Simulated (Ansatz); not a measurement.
TiB₂ (space group P6/mmm, No. 191). Coordinates: coordinates from a relaxation at fixed volume with Ansatz 0.2.0, DFT PBE, scalar-relativistic, plane waves, PAW.

Space group P6/mmm (No. 191). a = 2.921 Å, b = 2.921 Å, c = 3.056 Å, α = 90.00°, β = 90.00°, γ = 120.00°

| atom | site | symmetry | x | y | z |
| --- | --- | --- | --- | --- | --- |
| Ti | 1a | 6/mmm | 0.0000 | 0.0000 | 0.0000 |
| B | 2d | -6m2 | 0.3333 | 0.6667 | 0.5000 |

Describe the stacking along c, naming the columns A, B, C as they first turn up.

Ti(A) – B(B)+B(C) (two layers in 3.06 Å).

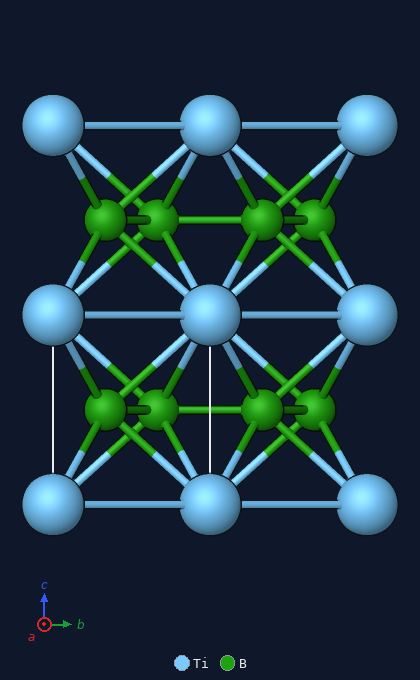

Projection along an edge of the hexagonal mesh, stacking direction c upwards. Every atom sits on one of the three columns of the mesh; call them A, B, C in the order in which they first turn up. The sequence starts with the first layer at or above the cell's origin.
